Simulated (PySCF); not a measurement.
# USVWN5/STO-3G run of BF2 (SMILES F[B]F)

Aim: the vertical ionisation energy of BF2 at USVWN5/STO-3G, from 2 runs. Input form: a Python script.

The results are computed with PySCF 2.14.0.

13 further runs of the same task are left out: 4 that didn't finish, 9 set aside as unsound or not needed.

## 1. The molecule

BF2: 3 atoms, total charge 0, spin state doublet. As SMILES, `F[B]F`. Geometry: relaxed at PBE0-D4/def2-TZVP.

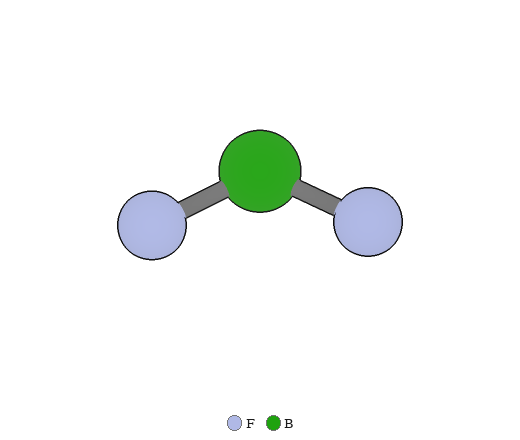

The structure, seen from a chosen angle (fluorine light blue, boron green).

## 2. The energy at USVWN5/STO-3G

File start.xyz:

```xyz
3
BF2
F      0.513100    -1.044300     0.160000
B      0.279000     0.240500     0.181300
F     -0.802900     0.738900    -0.354600
```

File input.py:

```python
from pyscf import gto, dft

mol = gto.M(
    atom='start.xyz',
    max_memory=1860,
    spin=1,
    verbose=3,
    basis='sto-3g',
)

calc0 = dft.UKS(mol)
calc0.xc = 'svwn'
calc0.grids.level = 5
calc0.conv_tol = 1e-10
calc0.kernel()
if not calc0.converged:
    calc0 = calc0.newton().run(calc0.mo_coeff, calc0.mo_occ)

e_final = calc0.e_tot
print(f'total energy: {e_final:.8f} hartree')
```

Command:

```bash
OMP_NUM_THREADS=1 python input.py
```

Log:

```text
converged SCF energy = -219.767946320455  <S^2> = 0.75158105  2S+1 = 2.0015804
total energy: -219.76794632 hartree
```

It took 1.5 s on 1 thread of Arm Neoverse V2, shared host; peak memory 0.13 GiB.

## 3. The singlet cation

File job.py:

```python
from pyscf import gto, dft

mol = gto.M(
    atom='''
F      0.513100    -1.044300     0.160000
B      0.279000     0.240500     0.181300
F     -0.802900     0.738900    -0.354600
''',
    verbose=3,
    max_memory=1860,
    spin=0,
    charge=1,
    basis='sto-3g',
)

mf = dft.RKS(mol, xc='svwn')
mf.grids.level = 5
mf.conv_tol = 1e-10
mf.kernel()
if not mf.converged:
    mf = mf.newton().run(mf.mo_coeff, mf.mo_occ)

etot = mf.e_tot
print('Final energy', etot)
```

Command:

```bash
OMP_NUM_THREADS=1 python job.py
```

Log:

```text
converged SCF energy = -219.535726319402
Final energy -219.53572631940204
```

It took 1.2 s on 1 thread of Arm Neoverse V2, shared host; peak memory 0.13 GiB.

## 4. What came out

Level: USVWN5/STO-3G.

| quantity | value |
| --- | --- |
| doublet BF2: total energy | -219.76795 Eh |
| doublet BF2: dipole moment | 0.48 D |
| doublet BF2: HOMO energy (highest over α and β) | -0.39 eV |
| doublet BF2: LUMO energy (lowest over α and β) | 1.58 eV |
| doublet BF2: ⟨S²⟩ | 0.752 |
| singlet cation: total energy | -219.53573 Eh |
| singlet cation: HOMO energy | -16.55 eV |
| singlet cation: LUMO energy | -12.05 eV |
| singlet cation: HOMO–LUMO gap | 4.50 eV |
| vertical ionisation energy (to the singlet cation) | 6.319 eV |

What this shows: The vertical ionisation energy comes to 6.32 eV (146 kcal/mol). Only the singlet of the ionised species was computed; a triplet could lie lower. In a minimal basis such a difference can be off by several eV, whatever the method. Mulliken charges (doublet BF2) run from -0.06 on F1 to +0.12 on B2; they depend strongly on the basis. Mulliken charges (singlet cation) run from +0.15 on F1 to +0.70 on B2; they depend strongly on the basis.
